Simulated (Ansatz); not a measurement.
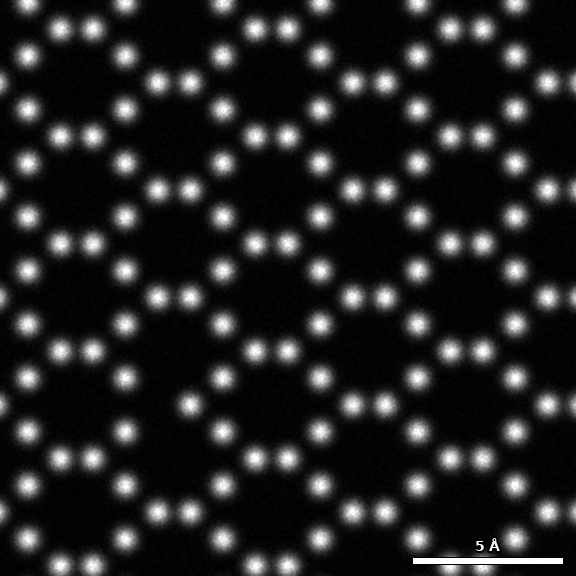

Dark-field STEM-like image of La (P6_3/mmc, No. 194) along [101]. The image is simulated as a sum over atoms of Z^1.8, blurred by a 0.58 Å probe (no channelling). Shot noise was added.

The sample is 1 repeat (12.6 Å) thick. One point defect was put into the perfect crystal, without relaxing the atoms around it. Brightness is counted from the darkest point of the image. Host structure: the input geometry of an electronic-structure calculation (not necessarily at equilibrium).

### Where is the defect (in Å from the left and the top edge), and what does its contrast suggest?

At about 5 Å from the left and 14 Å from the top. The column has all but vanished there, which points to a vacancy or a much lighter atom. The column holds 1 atom (La) through the sample, and one La atom is missing, so its peak vanishes.
